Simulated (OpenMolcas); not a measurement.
# Run report: Mo⁴⁺ complex, multiconfigurational calculation

Mo⁴⁺ with 6 ligands (I; octahedron, 2.78 Å), neutralised by 6 outer point charges of +0.33 e, whose field is part of the energies. Computed at this level: state-averaged CASSCF, active space 2 electrons in the shell 4d, basis ANO-RCC-VTZP on the metal and ANO-RCC-VDZP on the ligands, DKH2 scalar Hamiltonian, spin-orbit coupling by RASSI with atomic mean-field integrals (OpenMolcas).

Input file:
```
&GATEWAY
Coord
7

Mo 0.0 0.0 0.0
I 2.780000 0.000000 0.000000
I 0.000000 2.780000 0.000000
I -2.780000 0.000000 0.000000
I 0.000000 -2.780000 0.000000
I 0.000000 0.000000 2.780000
I 0.000000 0.000000 -2.780000
Basis=Mo.ANO-RCC-VTZP,I.ANO-RCC-VDZP
Group=XYZ
NoMove
AngMom=0.0 0.0 0.0
AMFI
RICD
XField
3 Angstrom 0
5.980000 0.000000 0.000000 0.333333
0.000000 5.980000 0.000000 0.333333
0.000000 0.000000 5.980000 0.333333
&SEWARD
&RASSCF
FileOrb=start.orb
Symmetry=1
Spin=3
nActEl=2 0 0
Inactive=90 90
Ras2=5 0
CIRoot=10 10 1
SDav=10
CIMx=300
Iter=150 100
PrWF=0.3
OrbListing=Nothing
MaxOrb=0
LevShft=1.0
>>> COPY $Project.JobIph JOB001
&RASSCF
FileOrb=start.orb
Symmetry=1
Spin=1
nActEl=2 0 0
Inactive=90 90
Ras2=5 0
CIRoot=15 15 1
SDav=15
CIMx=300
Iter=150 100
PrWF=0.3
OrbListing=Nothing
MaxOrb=0
LevShft=1.0
>>> COPY $Project.JobIph JOB002
&RASSI
NrOfJobIphs=2 10 15
1 2 3 4 5 6 7 8 9 10
1 2 3 4 5 6 7 8 9 10 11 12 13 14 15
IphNames
JOB001
JOB002
EJob
SpinOrbit
DIPRint=1.0
SOCoupling=1000.0
Subsets=2
Property=9
'ANGMOM' 1 'ANGMOM' 2 'ANGMOM' 3 'MLTPL  1' 1 'MLTPL  1' 2 'MLTPL  1' 3
'AMFI' 1 'AMFI' 2 'AMFI' 3
SOProperty=3
'ANGMOM' 1 'ANGMOM' 2 'ANGMOM' 3
```

The file start.orb holds starting orbitals from an earlier step. A driver script formed the levels outside the program, from RASSI's spin-orbit matrix and the active-space energies, averaged over the components of each term or state.

Run as:
```bash
OMP_NUM_THREADS=1 MOLCAS_MEM=2457 MOLCAS_PROJECT=a pymolcas a.inp > a.log  # once for each step of the input, in one work folder
```

Log (extracts):
```
--- SEWARD ---
Basis set label: MO.ANO-RCC...7S6P4D2F1G.

      Electronic valence basis set:
      ------------------
      Associated Effective Charge  42.000000 au
      Associated Actual Charge     42.000000 au
      Nuclear Model: Point charge

      Shell  nPrim  nBasis  Cartesian Spherical Contaminant
         s      21       7        X
         p      18       6        X
         d      13       4                 X
         f       6       2                 X
         g       4       1                 X
                  Relativistic Douglas-Kroll-Hess integrals:
                    - DKH order of Hamiltonian: 2
                    - DKH order of Properties : 0
                  Atomic mean-field integrals
--- RASSCF ---
Wave function specifications:
      -----------------------------

      Number of closed shell electrons         360
      Number of electrons in active shells       2
      Max number of holes in RAS1 space          0
      Max nr of electrons in RAS3 space          0
      Number of inactive orbitals              180
      Number of active orbitals                  5
      Number of secondary orbitals             141
      Spin quantum number                      1.0
      State symmetry                             1
Orbital specifications:
      -----------------------

      Symmetry species                           1   2
                                                ag  au
      Frozen orbitals                            0   0
      Inactive orbitals                         90  90
      Active orbitals                            5   0
      RAS1 orbitals                              0   0
      RAS2 orbitals                              5   0
      RAS3 orbitals                              0   0
      Secondary orbitals                        70  71
      Deleted orbitals                           0   0
      Number of basis functions                165 161
      Number of CSFs                            10
      Number of root(s) required                10
      Iter CI   SX   CI       RASSCF       Energy    max ROT     max BLB   max BLB  Level Ln srch  Step   QN
          iter iter root      energy       change     param      element    value   shift minimum  type update
 Nr of preliminary CI iterations:   1
      Total energies have been shifted. Add               -46000.00 au
        1   1   11    0  -710.26599016    0.00E+00  -9.78E-02   18  98 2  2.82E-01*  1.39   0.00    SX    NO
        2   1   12    0  -710.94251200   -6.77E-01* -1.03E-01*  80  93 1  2.19E-01*  1.14   0.00    SX    NO
        3   1   12    0  -711.23724348   -2.95E-01* -8.49E-02   80  93 1  1.68E-01*  0.95   0.00    SX    NO
        4   1   12    0  -711.35798081   -1.21E-01*  5.42E-02   80  93 1  1.02E-01*  0.82   0.00    SX    NO
        5   1   12    0  -711.40291556   -4.49E-02*  5.16E-02   80  93 1  6.08E-02*  0.77   2.24    LS   YES
        6   1   12    0  -711.42288191   -2.00E-02* -2.91E-02   18  98 2 -2.93E-02*  0.78   1.31    QN   YES
        7   1   12    0  -711.43332661   -1.04E-02* -1.97E-02   18  98 2 -1.76E-02*  0.77   1.77    LS   YES
        8   1   12    0  -711.43571559   -2.39E-03*  7.80E-03    7 108 2 -1.85E-02*  0.76   1.14    QN   YES
        9   1   11    0  -711.43747907   -1.76E-03* -4.60E-03   18  96 1 -6.58E-03*  0.76   1.50    QN   YES
       10   1   10    0  -711.43800445   -5.25E-04* -2.88E-03   80  93 1  2.95E-03*  0.76   1.23    QN   YES
       11   1   10    0  -711.43809656   -9.21E-05*  1.67E-03    9 110 2  1.71E-03*  0.76   1.49    QN   YES
       12   1    9    0  -711.43812737   -3.08E-05*  6.87E-04   22  91 1  6.39E-04*  0.76   1.30    QN   YES
       13   1    9    0  -711.43813453   -7.16E-06* -6.63E-04   26  94 1  4.84E-04*  0.76   1.61    QN   YES
       14   1    9    0  -711.43813804   -3.51E-06* -4.68E-04    8 109 2 -2.62E-04*  0.76   1.49    QN   YES
       15   1    8    0  -711.43813947   -1.43E-06*  2.81E-04    9 100 2  1.66E-04*  0.76   1.63    QN   YES
       16   1    7    0  -711.43814007   -6.03E-07* -1.18E-04   80 100 2  1.01E-04*  0.76   1.43    QN   YES
       17   1    7    0  -711.43814024   -1.73E-07* -4.54E-05   80 100 2  5.43E-05   0.76   1.40    QN   YES
       18   1    6    0  -711.43814028   -3.88E-08*  1.29E-05    9 100 2 -2.19E-05   0.76   1.38    QN   YES
       19   1    6    0  -711.43814029   -2.36E-09  -6.82E-06   45  98 2  8.73E-06   0.76   0.51    QN   YES
      Convergence after 19 iterations
       20   1    6    0  -711.43814029   -8.37E-10  -6.82E-06   45  98 2  3.58E-06   0.76   0.51    QN   YES
      Natural orbitals and occupation numbers for root  1
      sym 1:   0.986643   0.013357  -0.000000   0.986643   0.013357
      Natural orbitals and occupation numbers for root  2
      sym 1:   0.013403   0.986597   0.013403   0.986597   0.000000
      Natural orbitals and occupation numbers for root  3
      sym 1:   0.981882   0.981882   0.018118   0.018118  -0.000000
::    RASSCF root number  1 Total energy: -46711.51508639
::    RASSCF root number  2 Total energy: -46711.51508639
::    RASSCF root number  3 Total energy: -46711.51508639
::    RASSCF root number  4 Total energy: -46711.43240216
::    RASSCF root number  5 Total energy: -46711.43240216
::    RASSCF root number  6 Total energy: -46711.43240216
::    RASSCF root number  7 Total energy: -46711.40104247
::    RASSCF root number  8 Total energy: -46711.40104247
::    RASSCF root number  9 Total energy: -46711.40104247
::    RASSCF root number 10 Total energy: -46711.33580979
--- RASSCF ---
Wave function specifications:
      -----------------------------

      Number of closed shell electrons         360
      Number of electrons in active shells       2
      Max number of holes in RAS1 space          0
      Max nr of electrons in RAS3 space          0
      Number of inactive orbitals              180
      Number of active orbitals                  5
      Number of secondary orbitals             141
      Spin quantum number                      0.0
      State symmetry                             1
Orbital specifications:
      -----------------------

      Symmetry species                           1   2
                                                ag  au
      Frozen orbitals                            0   0
      Inactive orbitals                         90  90
      Active orbitals                            5   0
      RAS1 orbitals                              0   0
      RAS2 orbitals                              5   0
      RAS3 orbitals                              0   0
      Secondary orbitals                        70  71
      Deleted orbitals                           0   0
      Number of basis functions                165 161
      Number of CSFs                            15
      Number of root(s) required                15
      Iter CI   SX   CI       RASSCF       Energy    max ROT     max BLB   max BLB  Level Ln srch  Step   QN
          iter iter root      energy       change     param      element    value   shift minimum  type update
 Nr of preliminary CI iterations:   1
      Total energies have been shifted. Add               -46000.00 au
        1   1   10    0  -711.39885381    0.00E+00  -1.04E-02   94 100 1 -5.90E-03*  0.77   0.00    SX    NO
        2   1   10    0  -711.39940398   -5.50E-04*  5.73E-03   85  94 1 -3.81E-03*  0.77   0.00    SX    NO
        3   1   10    0  -711.39961925   -2.15E-04*  3.50E-03   85  94 1 -2.74E-03*  0.77   0.00    SX    NO
        4   1    9    0  -711.39971257   -9.33E-05* -2.13E-03   85  94 1 -2.07E-03*  0.77   0.00    SX    NO
        5   1    9    0  -711.39975569   -4.31E-05* -3.14E-03   85  94 1 -1.55E-03*  0.77   2.50    LS   YES
        6   1    9    0  -711.39979042   -3.47E-05* -1.59E-03   85  94 1 -7.81E-04*  0.77   1.51    LS   YES
        7   1    9    0  -711.39979489   -4.47E-06*  2.96E-04   82 111 1  5.00E-04*  0.77   1.01    QN   YES
        8   1    9    0  -711.39979736   -2.47E-06*  4.43E-04   85  94 1 -3.34E-04*  0.77   2.50    LS   YES
        9   1    8    0  -711.39979927   -1.91E-06*  3.83E-04   85  94 1 -2.52E-04*  0.77   1.43    QN   YES
       10   1    7    0  -711.39979998   -7.08E-07* -1.70E-04   84  95 1  2.28E-04*  0.77   1.18    QN   YES
       11   1    7    0  -711.39980027   -2.93E-07* -1.86E-04   84  95 1  1.52E-04*  0.77   2.09    LS   YES
       12   1    7    0  -711.39980038   -1.08E-07* -8.76E-05   82 111 1 -1.12E-04*  0.77   1.00    QN   YES
       13   1    7    0  -711.39980049   -1.08E-07* -5.52E-05   82 111 1 -5.72E-05   0.77   1.63    LS   YES
       14   1    7    0  -711.39980050   -1.41E-08*  1.91E-05   89 146 1  2.86E-05   0.77   0.84    QN   YES
       15   1    6    0  -711.39980052   -1.26E-08*  2.87E-05   82  96 1  2.18E-05   0.77   2.50    LS   YES
       16   1    7    0  -711.39980052   -7.20E-10   7.98E-06   61 155 2  4.20E-05   0.77   0.52    QN   YES
      Convergence after 16 iterations
       17   1    7    0  -711.39980053   -1.17E-08*  7.98E-06   82  96 1  9.57E-06   0.77   0.52    QN   YES
      Natural orbitals and occupation numbers for root  1
      sym 1:   0.012883   0.978504   0.997864   0.000000   0.010749
      Natural orbitals and occupation numbers for root  2
      sym 1:   1.004714   0.010033   0.013687   0.971567   0.000000
      Natural orbitals and occupation numbers for root  3
      sym 1:   0.979150   0.012839   0.997159   0.000000   0.010851
::    RASSCF root number  1 Total energy: -46711.47288163
::    RASSCF root number  2 Total energy: -46711.47288163
::    RASSCF root number  3 Total energy: -46711.47288163
::    RASSCF root number  4 Total energy: -46711.47150661
::    RASSCF root number  5 Total energy: -46711.47150661
::    RASSCF root number  6 Total energy: -46711.41999983
::    RASSCF root number  7 Total energy: -46711.39606452
::    RASSCF root number  8 Total energy: -46711.39606452
::    RASSCF root number  9 Total energy: -46711.39606452
::    RASSCF root number 10 Total energy: -46711.38565439
::    RASSCF root number 11 Total energy: -46711.38565439
::    RASSCF root number 12 Total energy: -46711.38565439
::    RASSCF root number 13 Total energy: -46711.30353554
::    RASSCF root number 14 Total energy: -46711.30353554
::    RASSCF root number 15 Total energy: -46711.26312211
--- RASSI ---
SPIN-FREE ENERGIES:
  (Shifted by EMIN (a.u.) =     -46711.5150863912)

 SF State       Relative EMIN(au)   Rel lowest level(eV)    D:o, cm**(-1)

     1             0.0000000000        0.0000000000              0.0000
     2             0.0000000000        0.0000000000              0.0000
     3             0.0000000009        0.0000000232              0.0002
    11             0.0422047524        1.1484498191           9262.8725
    12             0.0422047524        1.1484498191           9262.8725
    13             0.0422047536        1.1484498526           9262.8727
    14             0.0435797766        1.1858661345           9564.6554
    15             0.0435797781        1.1858661731           9564.6557
     4             0.0826842308        2.2499525400          18147.0911
     5             0.0826842316        2.2499525616          18147.0912
     6             0.0826842316        2.2499525616          18147.0912
    16             0.0950865569        2.5874370261          20869.0870
     7             0.1140439164        3.1032930582          25029.7465
     9             0.1140439169        3.1032930728          25029.7466
     8             0.1140439169        3.1032930728          25029.7466
    17             0.1190218674        3.2387500054          26122.2805
    18             0.1190218683        3.2387500313          26122.2807
    19             0.1190218683        3.2387500313          26122.2807
    20             0.1294319944        3.5220239924          28407.0393
    21             0.1294319954        3.5220240183          28407.0395
    22             0.1294319954        3.5220240183          28407.0395
    10             0.1792765988        4.8783647752          39346.6654
    23             0.2115508426        5.7565916875          46430.0432
    24             0.2115508426        5.7565916875          46430.0432
    25             0.2519642789        6.8562973123          55299.7672
     Dipole printing threshold changed to   1.00000000E+00
Eigenvalues of complex Hamiltonian:
   -----------------------------------
  (Shifted by EMIN (a.u.) =     -46711.5150863912)

 SO State       Relative EMIN(au)   Rel lowest level(eV)    D:o, cm**(-1)

     1            -0.0023389567        0.0000000000              0.0000
     2            -0.0023389562        0.0000000151              0.0001
     3            -0.0022998620        0.0010638211              8.5803
     4            -0.0022998616        0.0010638321              8.5804
     5            -0.0022998616        0.0010638329              8.5804
     6             0.0020883850        0.1204741050            971.6892
     7             0.0020883854        0.1204741170            971.6893
     8             0.0020883854        0.1204741162            971.6893
     9             0.0038845759        0.1693509489           1365.9075
    10             0.0423327227        1.2155783229           9804.3004
    11             0.0423327227        1.2155783228           9804.3004
    12             0.0423327239        1.2155783561           9804.3006
    13             0.0437658760        1.2545764119          10118.8412
    14             0.0437658774        1.2545764502          10118.8415
    15             0.0806471516        2.2581670465          18213.3455
    16             0.0815712041        2.2833117957          18416.1516
    17             0.0815712041        2.2833117955          18416.1516
    18             0.0815712045        2.2833118067          18416.1517
    19             0.0834762720        2.3351513337          18834.2657
    20             0.0834762725        2.3351513474          18834.2658
    21             0.0834978502        2.3357385079          18839.0016
    22             0.0834978502        2.3357385076          18839.0016
    23             0.0834978506        2.3357385181          18839.0016
    24             0.0952600939        2.6558054633          21420.5157
    25             0.1119959533        3.1112113974          25093.6122
    26             0.1129182026        3.1363070814          25296.0226
    27             0.1129182027        3.1363070817          25296.0226
    28             0.1129182029        3.1363070890          25296.0226
    29             0.1139708983        3.1649523904          25527.0626
    30             0.1139708984        3.1649523911          25527.0626
    31             0.1139708983        3.1649523898          25527.0626
    32             0.1153867833        3.2034805832          25837.8134
    33             0.1153867836        3.2034805922          25837.8135
    34             0.1203142695        3.3375643130          26919.2716
    35             0.1203142702        3.3375643322          26919.2718
    36             0.1203142702        3.3375643328          26919.2718
    37             0.1296927841        3.5927666976          28977.6177
    38             0.1296927851        3.5927667232          28977.6179
    39             0.1296927851        3.5927667232          28977.6179
    40             0.1793050544        4.9427853470          39866.2524
    41             0.1793050544        4.9427853470          39866.2524
Weights of the five most important spin-orbit-free states for each spin-orbit state.

 SO State  Total energy (au)           Spin-free states, spin, and weights
 -------------------------------------------------------------------------------------------------------
    1        -0.002339       1 1.0  0.5118    2 1.0  0.4824   15 0.0  0.0042    3 1.0  0.0012    4 1.0  0.0003
    2        -0.002339       3 1.0  0.6624    2 1.0  0.1812    1 1.0  0.1518   14 0.0  0.0042    6 1.0  0.0002
    3        -0.002300       1 1.0  0.4980    2 1.0  0.4978   13 0.0  0.0040    5 1.0  0.0001    6 1.0  0.0001
    4        -0.002300       3 1.0  0.4979    1 1.0  0.4469    2 1.0  0.0510   11 0.0  0.0040    4 1.0  0.0001
    5        -0.002300       3 1.0  0.4979    2 1.0  0.4470    1 1.0  0.0508   12 0.0  0.0039    5 1.0  0.0001
    6         0.002088       2 1.0  0.4999    1 1.0  0.4999    5 1.0  0.0001    6 1.0  0.0001   20 0.0  0.0000
    7         0.002088       3 1.0  0.4999    1 1.0  0.4503    2 1.0  0.0496    4 1.0  0.0001    6 1.0  0.0001
    8         0.002088       3 1.0  0.4999    2 1.0  0.4503    1 1.0  0.0496    5 1.0  0.0001    4 1.0  0.0001
    9         0.003885       3 1.0  0.3321    1 1.0  0.3321    2 1.0  0.3321   16 0.0  0.0035   25 0.0  0.0000
   10         0.042333      12 0.0  0.9949    3 1.0  0.0020    2 1.0  0.0017    4 1.0  0.0004    5 1.0  0.0004
   11         0.042333      11 0.0  0.9949    3 1.0  0.0020    1 1.0  0.0017    4 1.0  0.0004    6 1.0  0.0004
   12         0.042333      13 0.0  0.9949    2 1.0  0.0020    1 1.0  0.0020    5 1.0  0.0004    6 1.0  0.0004
```

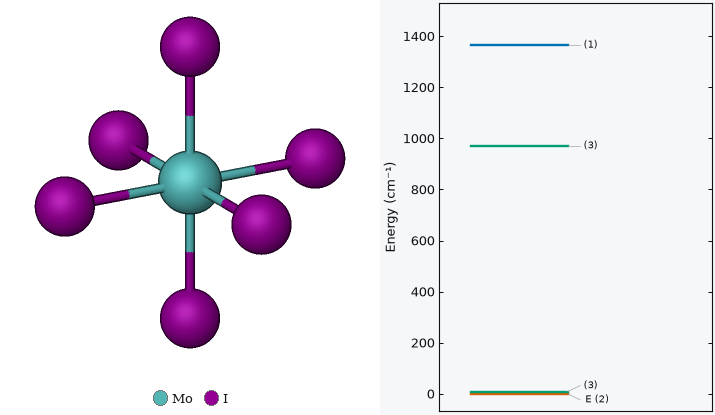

Mo⁴⁺ (4d²) with 6 ligands, I⁻, at 2.78 Å (arrangement: octahedron, Oh), neutralised by outer point charges of +0.33 e, and its levels. Labels give the representation in O, Td, D4 or D3 as the site allows (double group for half-integer spin) where it could be assigned and, in brackets, the degeneracy; spin-free states, where drawn, share the zero of the spin-orbit levels. The ground level is E, doubly degenerate, 100 % from states of spin multiplicity 3. Its principal g values are all close to zero. The next level lies at 8.6 cm⁻¹. The active orbitals hold 66 to 90 % metal character (Löwdin), and the Mulliken charge of the metal is +0.29.

Summary:

```tsv
quantity	value
outcome	converged
energy of the lowest spin-free term	−46711.51509 hartree
energy of the lowest spin-orbit level	−46711.51743 hartree
largest spread among components of a term	0.0 cm⁻¹
hardware	1 thread of Arm Neoverse V2, 24 GiB of memory available, shared host
wall time	8.5 min
peak memory	0.4 GiB
```

Notes:

Without dynamic correlation the splittings between terms come out too large, often by 20 to 50 %. Caveats: covalent bonds, ligand orbitals missing from the active space; distances are set from ionic radii, not optimised.
